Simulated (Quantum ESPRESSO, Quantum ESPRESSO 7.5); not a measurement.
# Au(111): thickness series by an ASE script

How thick must a slab of Au(111) be?

Calculated with Quantum ESPRESSO 7.5; plane-wave DFT, PBE, GBRV ultrasoft pseudopotentials.

The experiments to compare with:

“Properties of real metallic surfaces: Effects of density functional semilocality and van der Waals nonlocality” (2017, arxiv:1702.08515) quotes from earlier work for Au (clean (111) face, which reconstructs): work function (clean (111) face, which reconstructs) 5.33 eV.

Report form: the programs' logs are mostly left out.

## 1. Starting point

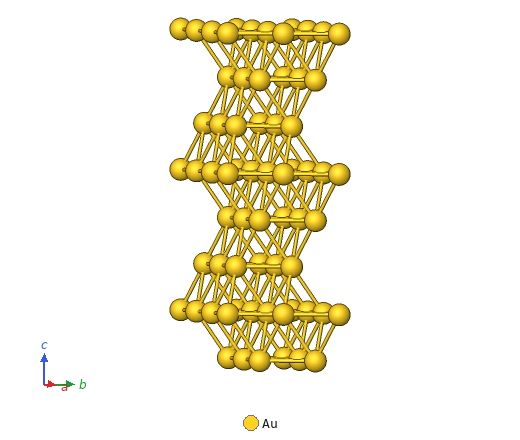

Start, viewed from the side, with the c axis up; gold yellow. 3×2×1 cells are drawn. Some periodic images of atoms are drawn too.

The cell holds 8 atoms: 8 Au. Cell: a = 2.885 Å, b = 2.885 Å, c = 31.489 Å, α = 90.0°, β = 90.0°, γ = 60.0°. It derives from Au. Vacuum lies along c.

As a file:

```
CELL_PARAMETERS angstrom
2.88500 0.00000 0.00000
1.44250 2.49848 0.00000
0.00000 0.00000 31.48912
ATOMIC_POSITIONS crystal
Au 0.66667 0.66667 0.23818
Au 0.00000 0.00000 0.31298
Au 0.33333 0.33333 0.38779
Au 0.66667 0.66667 0.46260
Au 0.00000 0.00000 0.53740
Au 0.33333 0.33333 0.61221
Au 0.66667 0.66667 0.68702
Au 0.00000 0.00000 0.76182
```

## 2. The script

ASE writes the inputs, starts pw.x and reads the results. Under ESM bc1 the zero of energy of a symmetric slab is the vacuum, so the work function is minus the Fermi level.

run.py

```python
import json
import numpy as np
from ase.build import fcc111
from ase.calculators.espresso import Espresso, EspressoProfile

profile = EspressoProfile(command='mpirun -n 4 pw.x -nk 4', pseudo_dir='../pseudo')
pseudopotentials = {'Au': 'au_pbe_v1.uspp.F.UPF'}
system = {'ecutwfc': 40, 'ecutrho': 200, 'occupations': 'smearing', 'smearing': 'mv', 'degauss': 0.02}


def calculator(name, kpts, **extra):
    data = dict(control=dict(tprnfor=True, verbosity='high', disk_io='none'),
                system=system | extra,
                electrons=dict(conv_thr=1e-07, mixing_beta=0.4, mixing_mode='local-TF',
                               electron_maxstep=100))
    return Espresso(profile=profile, directory=name, pseudopotentials=pseudopotentials, kpts=kpts, input_data=data)


def centre(atoms):
    z = atoms.positions[:, 2]
    atoms.positions[:, 2] -= (z.max() + z.min()) / 2  # ESM wants the slab about z = 0
    return atoms


rows = []
for n in [3, 4, 5, 6, 7, 8]:
    slab = centre(fcc111('Au', size=(1, 1, n), a=4.08, vacuum=7.5, periodic=True))
    slab.set_initial_magnetic_moments([0.0] * n)
    slab.calc = calculator(f'n{n}', (12, 12, 1), assume_isolated='esm', esm_bc='bc1')
    energy = slab.get_potential_energy()
    work = -slab.calc.get_fermi_level()
    force = slab.get_forces()[-1, 2]
    rows.append([n, energy, work, force])
    print(f'{n} layers: E = {energy:.5f} eV, work function {work:.3f} eV, force on the top atom {force:+.3f} eV/A')

n, energy = np.array(rows)[:, :2].T
slope, offset = np.polyfit(n[1:], energy[1:], 1)
area = np.linalg.norm(np.cross(*slab.cell[:2]))
gamma = offset / (2 * area) * 16.0218
print(f'bulk energy from the slope {slope:.5f} eV an atom; unrelaxed surface energy {gamma:.3f} J/m^2')
json.dump(dict(rows=rows, slope=slope, gamma=gamma), open('result.json', 'w'))
```

The run is started by

```console
OMP_NUM_THREADS=1 python run.py
```

Elapsed: 8.5 min, on 4 MPI ranks of Arm Neoverse V2, shared host; peak memory 1 GiB.

Numbers from this step:

```
surface energy                     : 0.6367 J/m²
work function of the thickest slab : 5.163 eV
```

Table of work function by layers:

| layers | work function (eV) |
| --- | --- |
| 3.00 | 5.23 |
| 4.00 | 5.09 |
| 5.00 | 5.21 |
| 6.00 | 5.14 |
| 7.00 | 5.19 |
| 8.00 | 5.16 |

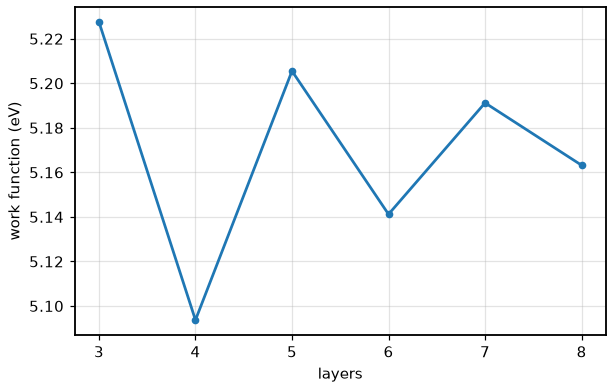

Work function against layers.

Table of force on the top atom along the normal by layers:

```
layers  force on the top atom along the normal (eV/Å)
  3.00                                          0.460
  4.00                                          0.422
  5.00                                          0.471
  6.00                                          0.474
  7.00                                          0.474
  8.00                                          0.491
```

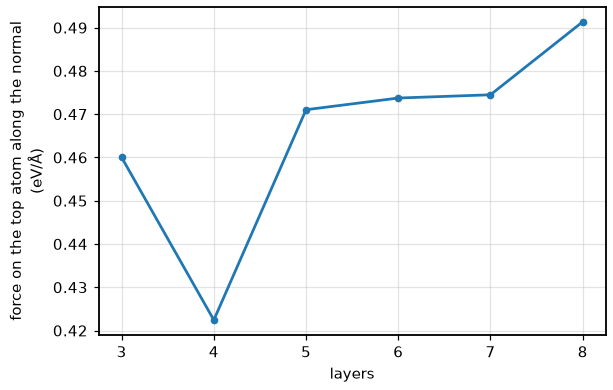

Force on the top atom along the normal against layers.

The energy less the bulk line's slope by layers:

| layers | energy less the bulk line's slope (meV) |
| --- | --- |
| 3.00 | 576 |
| 4.00 | 578 |
| 5.00 | 568 |
| 6.00 | 583 |
| 7.00 | 548 |
| 8.00 | 588 |

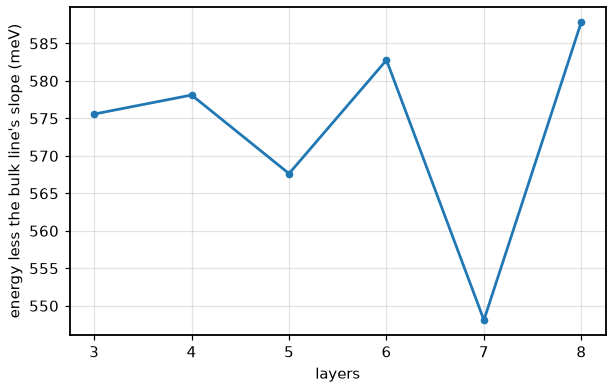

Energy less the bulk line's slope against layers.

## 3. The script: PBE, SSSP efficiency

Level of this step: plane-wave DFT, PBE, SSSP efficiency pseudopotentials (Quantum ESPRESSO 7.5).

run.py, as its differences from the input of step 2:

```diff
@@ -6,4 +6,4 @@
 profile = EspressoProfile(command='mpirun -n 4 pw.x -nk 4', pseudo_dir='../pseudo')
-pseudopotentials = {'Au': 'au_pbe_v1.uspp.F.UPF'}
-system = {'ecutwfc': 40, 'ecutrho': 200, 'occupations': 'smearing', 'smearing': 'mv', 'degauss': 0.02}
+pseudopotentials = {'Au': 'Au_ONCV_PBE-1.0.oncvpsp.upf'}
+system = {'ecutwfc': 45, 'ecutrho': 360, 'occupations': 'smearing', 'smearing': 'mv', 'degauss': 0.02}
```

The run is started by

```console
OMP_NUM_THREADS=1 python run.py
```

Wall time 11 min (4 MPI ranks); peak memory 1.1 GiB; 43 min of CPU time.

Numbers from this step:

```
surface energy                     : 0.6542 J/m²
work function of the thickest slab : 5.152 eV
```

Work function against layers:

```
layers  work function (eV)
  3.00                5.22
  4.00                5.08
  5.00                5.19
  6.00                5.13
  7.00                5.18
  8.00                5.15
```

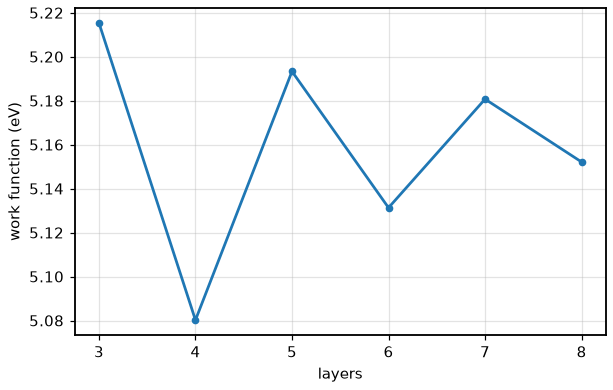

Work function, plotted against layers.

Force on the top atom along the normal against layers:

| layers | force on the top atom along the normal (eV/Å) |
| --- | --- |
| 3.00 | 0.459 |
| 4.00 | 0.413 |
| 5.00 | 0.470 |
| 6.00 | 0.462 |
| 7.00 | 0.483 |
| 8.00 | 0.484 |

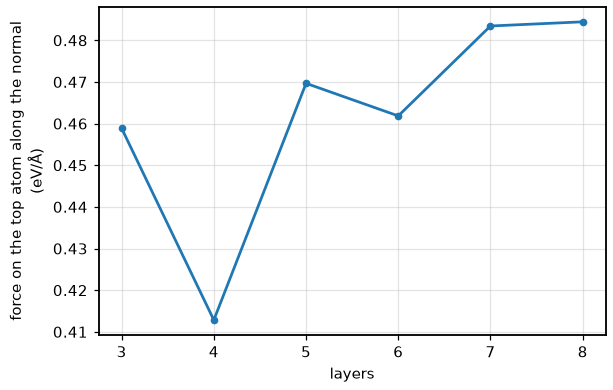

Force on the top atom along the normal, plotted against layers.

Table of energy less the bulk line's slope by layers:

```
layers  energy less the bulk line's slope (meV)
  3.00                                      591
  4.00                                      594
  5.00                                      583
  6.00                                      599
  7.00                                      564
  8.00                                      604
```

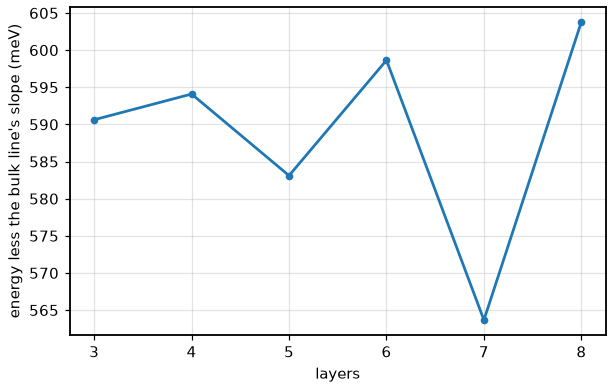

Energy less the bulk line's slope, plotted against layers.

## 4. The script, with pools = 64

One more run, with a changed input.

Level of this step: plane-wave DFT, PBE, GBRV ultrasoft pseudopotentials (Quantum ESPRESSO 7.5).

run.py, as its differences from the input of step 2:

```diff
@@ -5,3 +5,3 @@
 
-profile = EspressoProfile(command='mpirun -n 4 pw.x -nk 4', pseudo_dir='../pseudo')
+profile = EspressoProfile(command='mpirun -n 4 pw.x -nk 64', pseudo_dir='../pseudo')
 pseudopotentials = {'Au': 'au_pbe_v1.uspp.F.UPF'}
@@ -14,3 +14,3 @@
                 electrons=dict(conv_thr=1e-07, mixing_beta=0.4, mixing_mode='local-TF',
-                               electron_maxstep=100))
+                               electron_maxstep=60))
     return Espresso(profile=profile, directory=name, pseudopotentials=pseudopotentials, kpts=kpts, input_data=data)
@@ -25,3 +25,3 @@
 rows = []
-for n in [3, 4, 5, 6, 7, 8]:
+for n in [3, 4, 5]:
     slab = centre(fcc111('Au', size=(1, 1, n), a=4.08, vacuum=7.5, periodic=True))
```

The run is started by

```console
OMP_NUM_THREADS=1 python run.py
```

Elapsed: 2 s, on 4 MPI ranks; peak memory 0.33 GiB.

The input was rejected at the start.

The fault put into the input: more pools than k-points or ranks (pools = 64).

The number of pools must divide the number of ranks; pools beyond the number of k-points stand idle.

## 5. By hand

γ = (E_N − N e_bulk)/(2A). The excess of the thickest slab is 0.588 eV and A = 7.208 Å²: 0.588/(2 × 7.208) × 16.02 = 0.65 J/m² (1 eV/Å² = 16.02 J/m²); the fit's intercept gives 0.64.

## 6. Outcome

- work function of the thickest slab, PBE, GBRV ultrasoft: 5.16 eV
- unrelaxed surface energy, PBE, GBRV ultrasoft: 0.64 J/m²
- work function of the thickest slab, PBE, SSSP efficiency: 5.15 eV
- unrelaxed surface energy, PBE, SSSP efficiency: 0.65 J/m²

The thickest slab gives a work function of 5.16 eV and the series an unrelaxed surface energy of 0.64 J/m² (PBE, GBRV ultrasoft). The work function swings by 0.13 eV over 3 to 8 layers and by 0.03 eV over the last step; confined states crossing the Fermi level and the finite mesh both contribute. From 5 layers on it stays within 0.1 eV. The force on the top atom of the thickest slab points outwards (0.49 eV/Å). Experiment, extrapolated from the liquid and averaged over faces, gives a surface energy of 1.50 J/m² (arxiv:0801.1077, 2008); the value here lies under it, as is usual for gradient-corrected functionals. The slabs are cut from the bulk at the tabulated lattice constant and not relaxed; the surface energy comes from a straight line through the energies of all but the thinnest slab. Spin-orbit coupling is left out; depending on the atoms that carry the levels of interest, it can split and shift them by tenths of an eV to an eV or more. A file of the SSSP efficiency set has a known flaw or wants a higher cutoff, so those values deserve less trust.

Calculation against experiment:

| quantity | measured | PBE, GBRV | PBE, SSSP efficiency |
| --- | --- | --- | --- |
| work function (clean (111) face, which reconstructs) (eV) | 5.33 | 5.16 (-0.17 eV) | 5.15 (-0.18 eV) |

Measured values from arxiv:1702.08515 (2017).

**Verdict.** The grades are ours: good and fair within 3 and 7 % for the work function. Other measurements of the same face can differ from the value quoted by 0.1 to 0.2 eV.

[Logs are printed without paths, hosts, clocks, repeated set-up lines and the standing remarks that a program may print on its own settings, such as how far it seeks lower states.]

[Hosts, paths, dates, database ids (printed as entryN), source tags and the programs' standing remarks are cut or masked in the printed files.]

[Maps of the electrostatic potential energy from Ansatz leave out the sawtooth potential of an applied field or a dipole correction, so their vacuum need not be flat; planar profiles and work functions include it.]
